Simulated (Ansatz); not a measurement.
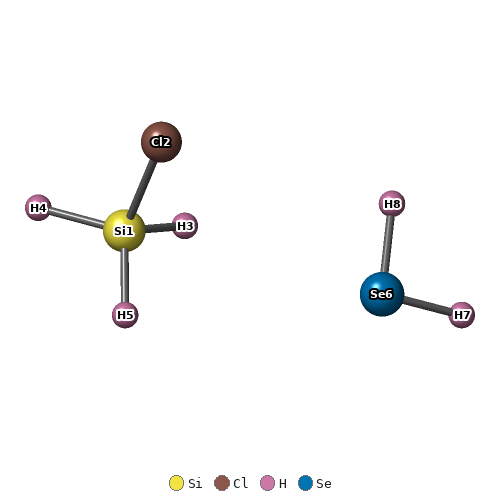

The system is the pair ClH₃Si···H₂Se; the picture shows the reference structure. The turn is about an axis along (0.47, −0.87, 0.16) in the frame of the relaxed pair, normal to the line between the partners. The first coordinate is: distance Cl2···Se6; the second: turn of Se6, H7, H8 about its own atom Se6. Grid: 11 × 10 points. Points are written as (first, second). Energies: kcal/mol, counted from the two partners far apart, frozen as in the relaxed pair, each in its own basis (no counterpoise correction). The calculation used Ansatz, RHF/def2-SVPD.

Its coordinates:

```csv
atom,x (Å),y (Å),z (Å)
Si,-0.0290,-0.0963,-1.8271
Cl,1.6135,0.9323,-1.0310
H,-0.0650,-1.4344,-1.2137
H,0.1745,-0.1878,-3.2841
H,-1.2421,0.6756,-1.5103
Se,-0.4980,0.4912,2.6179
H,-0.8417,-0.4348,3.6861
H,0.8878,0.0541,2.5623
```

Range: distance Cl2···Se6 from 3.561 to 6.161 Å; turn of Se6, H7, H8 about its own atom Se6 from −180 to 144°.

**What will the energy surface look like?**

The lowest grid point is at (4.281 Å, 0°), −0.73 kcal/mol from the two partners far apart, frozen as in the relaxed pair, each in its own basis (no counterpoise correction). There is a further well near (4.546 Å, −180°) (0.23 kcal/mol above the lowest at that grid point). The highest grid point, (3.561 Å, −72°), lies 5.46 kcal/mol above the lowest. Round the minimum the two coordinates are weakly coupled (coupling −0.08 in units of the two stiffnesses).

```tsv
second ↓, first →	3.561	3.664	3.834	4.042	4.281	4.546	4.832	5.139	5.463	5.804	6.161
144	3.73	2.68	1.53	0.72	0.26	0.05	−0.03	−0.04	−0.04	−0.04	−0.03
108	4.11	3.19	2.13	1.34	0.83	0.51	0.33	0.21	0.15	0.11	0.08
72	4.16	3.17	2.04	1.19	0.65	0.33	0.15	0.07	0.02	0.00	0.00
36	2.06	1.35	0.58	0.07	−0.21	−0.33	−0.35	−0.32	−0.28	−0.23	−0.18
0	0.37	−0.06	−0.48	−0.69	−0.73	−0.67	−0.58	−0.47	−0.39	−0.31	−0.25
−36	2.16	1.41	0.62	0.12	−0.14	−0.24	−0.25	−0.22	−0.19	−0.15	−0.12
−72	4.73	3.58	2.28	1.33	0.72	0.38	0.20	0.11	0.06	0.03	0.02
−108	4.14	3.12	1.96	1.10	0.56	0.25	0.08	0.00	−0.03	−0.04	−0.04
−144	2.94	2.00	0.97	0.26	−0.13	−0.30	−0.34	−0.32	−0.27	−0.23	−0.19
−180	3.05	1.92	0.73	−0.02	−0.38	−0.50	−0.48	−0.41	−0.33	−0.26	−0.20
```

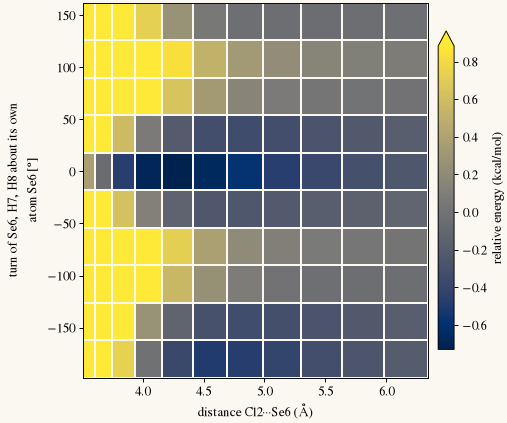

Drawn: one coloured cell a grid point, one colour for all values above the top of the scale.

Time for the 110 points that were run: 9.8 min on 1 thread of Arm Neoverse V1, with other jobs on the host.
